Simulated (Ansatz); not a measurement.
# CH5BN2Se: inversion of the pyramid at N1, part 2 of 2

How high is the barrier for the inversion of the pyramid at N1? Relax the two ends, then run a nudged elastic band between them. SMILES of the start: NC1NB[Se]1.

Ansatz 0.2.0; RKS B3LYP/def2-mTZVP.

### 5 The band, image by image

The 9 inner images lie between the fixed ends 0 and 10. Energy is taken from image 0, and the path length is the program's own coordinate along the band.

```
image  path (Å)  energy (eV)  sum of angles at N1 (°)  band force (eV/Å)
    0     0.000       0.0000                    335.1                  -
    1     0.125       0.0048                    337.3              0.003
    2     0.251       0.0225                    341.6              0.009
    3     0.376       0.0611                    349.2              0.008
    4     0.502       0.1223                    357.3              0.005
    5     0.628       0.1756                    359.9              0.004
   6*     0.754       0.1929                    355.2              0.005
    7     0.887       0.1852                    346.8              0.003
    8     1.020       0.1759                    340.8              0.022
    9     1.153       0.1695                    338.1              0.004
   10     1.287       0.1671                    336.0                  -
```

The star marks the climbing image.

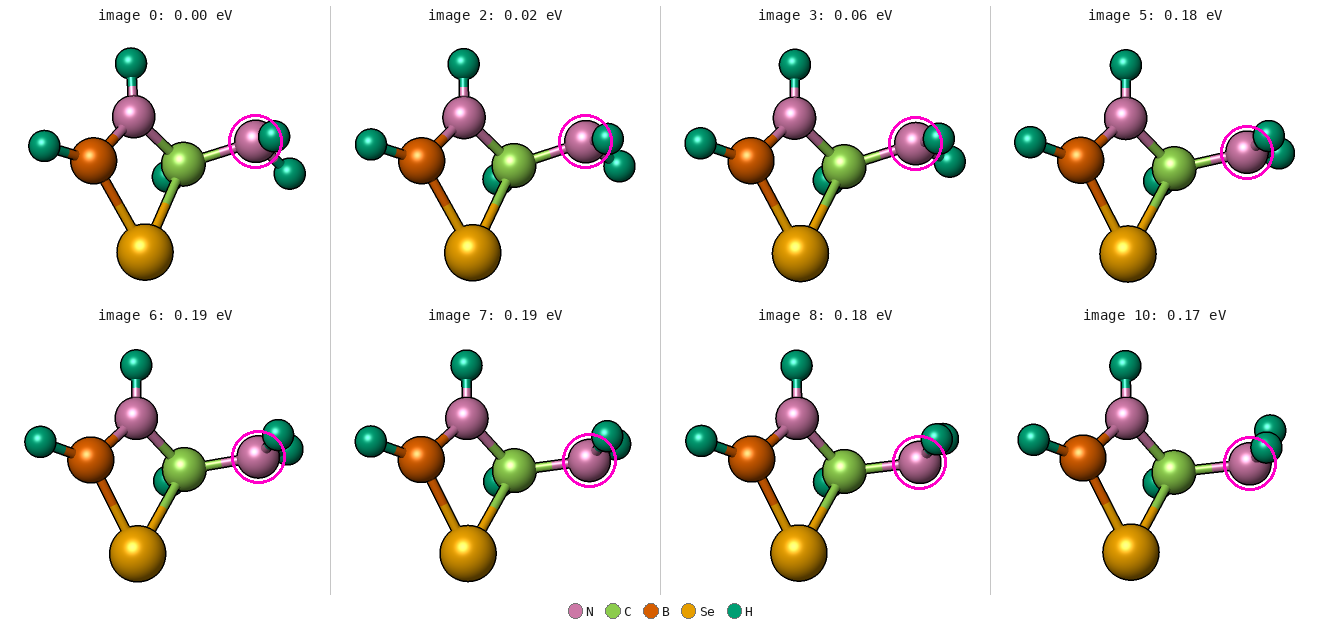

Snapshots along the band, viewed from a chosen angle. Ringed: N1. Sticks join atoms closer than a bonding distance in each image.

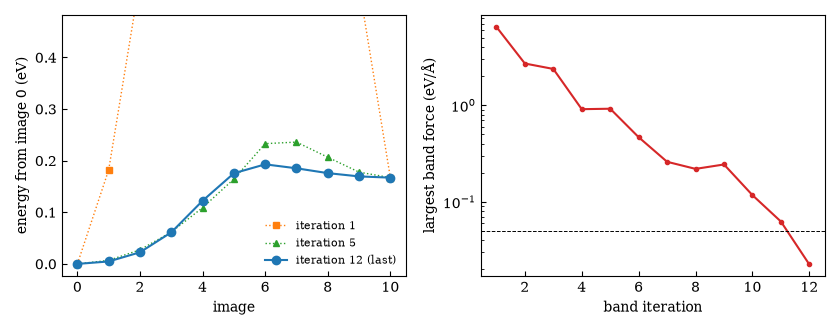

Left: energy of each image for early iterations and the last one (lines only join the points; early values far above the last band run off the scale). Right: the largest band force by iteration, with the threshold dashed.

How the highest energy settled:

```
iteration  highest image above image 0 (eV)  largest band force (eV/Å)
        1                            2.2379                      6.476
        2                            0.7900                      2.702
        3                            0.5211                      2.374
        4                            0.2102                      0.909
        5                            0.2360                      0.919
        6                            0.2235                      0.466
        7                            0.2026                      0.259
        8                            0.1942                      0.219
        9                            0.1933                      0.243
       10                            0.1930                      0.117
       11                            0.1929                      0.062
       12                            0.1929                      0.022
```

The band as a trajectory file:

```xyz
10
image=0 dE=0.0000
N    -1.633   -0.032    0.155
C    -0.343   -0.526   -0.106
N     0.689    0.076    0.707
B     1.675    0.509   -0.188
Se    0.732    0.016   -1.851
H    -1.698    0.972    0.016
H    -2.354   -0.499   -0.384
H    -0.341   -1.615   -0.094
H     0.625    0.054    1.718
H     2.731    0.993    0.031
10
image=1 dE=0.0048
N    -1.634   -0.026    0.155
C    -0.343   -0.507   -0.118
N     0.689    0.086    0.700
B     1.692    0.501   -0.184
Se    0.749    0.038   -1.857
H    -1.736    0.969   -0.017
H    -2.368   -0.542   -0.315
H    -0.337   -1.596   -0.120
H     0.611    0.073    1.710
H     2.760    0.953    0.050
10
image=2 dE=0.0225
N    -1.628   -0.018    0.146
C    -0.342   -0.496   -0.137
N     0.688    0.089    0.687
B     1.708    0.494   -0.182
Se    0.784    0.041   -1.867
H    -1.764    0.970   -0.037
H    -2.387   -0.573   -0.228
H    -0.339   -1.584   -0.148
H     0.587    0.090    1.695
H     2.775    0.935    0.075
10
image=3 dE=0.0611
N    -1.622   -0.009    0.107
C    -0.341   -0.491   -0.160
N     0.683    0.095    0.674
B     1.719    0.490   -0.179
Se    0.826    0.031   -1.878
H    -1.782    0.979   -0.035
H    -2.407   -0.595   -0.137
H    -0.341   -1.579   -0.169
H     0.565    0.097    1.680
H     2.782    0.931    0.099
10
image=4 dE=0.1223
N    -1.619   -0.003    0.033
C    -0.340   -0.489   -0.180
N     0.674    0.102    0.667
B     1.724    0.488   -0.175
Se    0.856    0.021   -1.882
H    -1.787    0.990   -0.014
H    -2.418   -0.608   -0.052
H    -0.343   -1.577   -0.179
H     0.553    0.096    1.673
H     2.783    0.929    0.113
10
image=5 dE=0.1756
N    -1.624    0.003   -0.058
C    -0.339   -0.488   -0.198
N     0.665    0.107    0.665
B     1.724    0.487   -0.170
Se    0.870    0.014   -1.880
H    -1.783    0.994    0.012
H    -2.414   -0.612    0.025
H    -0.345   -1.575   -0.184
H     0.546    0.091    1.671
H     2.783    0.927    0.121
10
image=6 dE=0.1929
N    -1.637    0.004   -0.149
C    -0.339   -0.487   -0.216
N     0.654    0.115    0.663
B     1.721    0.490   -0.165
Se    0.874    0.007   -1.876
H    -1.773    0.986    0.033
H    -2.393   -0.612    0.100
H    -0.344   -1.574   -0.185
H     0.540    0.089    1.671
H     2.780    0.930    0.126
10
image=7 dE=0.1852
N    -1.652    0.000   -0.217
C    -0.338   -0.488   -0.236
N     0.643    0.115    0.663
B     1.715    0.494   -0.158
Se    0.866    0.010   -1.870
H    -1.756    0.978    0.014
H    -2.355   -0.595    0.198
H    -0.344   -1.575   -0.192
H     0.531    0.076    1.669
H     2.774    0.933    0.132
10
image=8 dE=0.1759
N    -1.662   -0.012   -0.250
C    -0.338   -0.494   -0.251
N     0.636    0.106    0.664
B     1.706    0.501   -0.150
Se    0.853    0.021   -1.866
H    -1.743    0.976   -0.044
H    -2.315   -0.565    0.291
H    -0.342   -1.581   -0.202
H     0.523    0.053    1.670
H     2.764    0.943    0.139
10
image=9 dE=0.1695
N    -1.666   -0.027   -0.263
C    -0.336   -0.504   -0.258
N     0.635    0.091    0.668
B     1.696    0.507   -0.142
Se    0.836    0.036   -1.861
H    -1.731    0.975   -0.121
H    -2.283   -0.524    0.369
H    -0.340   -1.591   -0.208
H     0.523    0.025    1.673
H     2.750    0.960    0.145
10
image=10 dE=0.1671
N    -1.668   -0.039   -0.271
C    -0.335   -0.517   -0.261
N     0.634    0.073    0.674
B     1.684    0.516   -0.135
Se    0.819    0.049   -1.856
H    -1.720    0.971   -0.198
H    -2.253   -0.475    0.435
H    -0.339   -1.604   -0.212
H     0.528   -0.011    1.678
H     2.732    0.985    0.150
```

### 6 Vibrations at the top

The geometry is the highest inner image of the first converged band.

File input.yaml:

```yaml
crystal:
  periodic: [false, false, false]
  atoms:
    - { symbol: "N", position_ang: [-1.636896, 0.003876, -0.14919] }
    - { symbol: C, position_ang: [-0.338519, -0.48668, -0.215577] }
    - { symbol: "N", position_ang: [0.653712, 0.115412, 0.663448] }
    - { symbol: B, position_ang: [1.721347, 0.48984, -0.165024] }
    - { symbol: Se, position_ang: [0.874246, 0.007429, -1.875642] }
    - { symbol: H, position_ang: [-1.773374, 0.985763, 0.033038] }
    - { symbol: H, position_ang: [-2.393138, -0.611595, 0.100307] }
    - { symbol: H, position_ang: [-0.343939, -1.574091, -0.185282] }
    - { symbol: H, position_ang: [0.539794, 0.089073, 1.670712] }
    - { symbol: H, position_ang: [2.779767, 0.929773, 0.12621] }
basis:
  gaussian: { orbitals: def2-mTZVP }
hamiltonian:
  xc: b3lyp
phonons: {}
```

On the command line:

```
$ ansatz run input.yaml --threads 2 --pin off --max-ram 3072MiB --backend cpu --events-out ev --progress --plain --runs-dir out
```

Output, cut to the lines that bear on the results:

```text
Warning: RAYON_NUM_THREADS=2 ignored (pool sized by the plan → 2); use --threads N
[...]
Functional definition: B3LYP
[...]
1244 factors; integrals over basis functions are off by at most 7.7e-4 eV
[...]
mean field -70127.59802161 eV, -2577.1416931011 hartree, gradient 2.3e-5 eV, S^2 0.000000; 0 other end points of the search recorded, 0 dependent functions left out
[...]
reference -70127.59827665 eV, -2577.1417024735 hartree; 32, 32 occupied and 95, 95 virtual orbitals, 1244 factors
[...]
1244 factors; integrals over basis functions are off by at most 7.7e-4 eV
mean field -70127.59781607 eV, -2577.1416855477 hartree, gradient 1.5e-6 eV, S^2 0.000000; 0 other end points of the search recorded, 0 dependent functions left out
[...]
reference -70127.59807109 eV, -2577.1416949193 hartree; 32, 32 occupied and 95, 95 virtual orbitals, 1244 factors
[...]
1244 factors; integrals over basis functions are off by at most 7.7e-4 eV
[...]
WARN: phonons: modes at or below zero, which the zero-point energy, F, S and C_V leave out: 1, the lowest at -389.43 cm⁻¹. A minimum has none, and a first-order saddle one
[...]
Atom 1 at    -0.338519    -0.486680    -0.215577 Å, force     0.001244     0.000225     0.003903 eV/Å
Atom 2 at     0.653712     0.115412     0.663448 Å, force     0.003055    -0.001106    -0.004551 eV/Å
Atom 3 at     1.721347     0.489840    -0.165024 Å, force    -0.004193     0.004572     0.004163 eV/Å
Atom 4 at     0.874246     0.007429    -1.875642 Å, force     0.001113    -0.002423    -0.002181 eV/Å
Atom 5 at    -1.773374     0.985763     0.033038 Å, force    -0.000695     0.000622     0.000274 eV/Å
Atom 6 at    -2.393138    -0.611595     0.100307 Å, force    -0.001200     0.000771    -0.000421 eV/Å
Atom 7 at    -0.343939    -1.574091    -0.185282 Å, force    -0.001866    -0.000453    -0.001443 eV/Å
Atom 8 at     0.539794     0.089073     1.670712 Å, force    -0.000784    -0.000442    -0.001723 eV/Å
Atom 9 at     2.779767     0.929773     0.126210 Å, force     0.001024    -0.000732     0.000280 eV/Å
Dipole moment:    -0.527521    -0.111606     0.679178 e Å
Vibrations: -389.43 210.55 225.43 369.77 450.43 499.87 544.73 549.98 715.15 824.17 903.80 1017.86 1083.83 1163.29 1216.91 1240.73 1426.20 1442.76 1659.15 2701.74 3099.81 3534.28 3580.39 3698.07 cm⁻¹, zero-point energy 1.993597 eV
```

It took 2.6 min on 2 threads of Arm Neoverse V2, shared host; peak memory 0.31 GiB.

Of 24 modes, 1 is imaginary by more than 30 cm⁻¹ (389i cm⁻¹).

### 7 What came out

What follows sums up all 2 parts.

| quantity | value |
| --- | --- |
| end A | 9 moves, 1.775 eV lower |
| end B | 12 moves, 1.882 eV lower |
| barrier forwards | 0.193 eV |
| barrier backwards | 0.026 eV |
| second end relative to first | +0.167 eV |
| highest image | 6 of 0 to 10, climbing |
| band iterations | 12 |
| imaginary modes at the top | 389i cm⁻¹ |

The barrier from the first end is 0.19 eV, 7 times kT at 300 K, which at an assumed attempt frequency of 10^13 s⁻¹ means a rate near 10^10 s⁻¹. The second end lies 0.17 eV above the first, so the way back costs 0.026 eV. One imaginary mode, as a first-order saddle point has. Zero-point energy and entropy are left out. Tunnelling, which matters where hydrogen moves, is missing too.
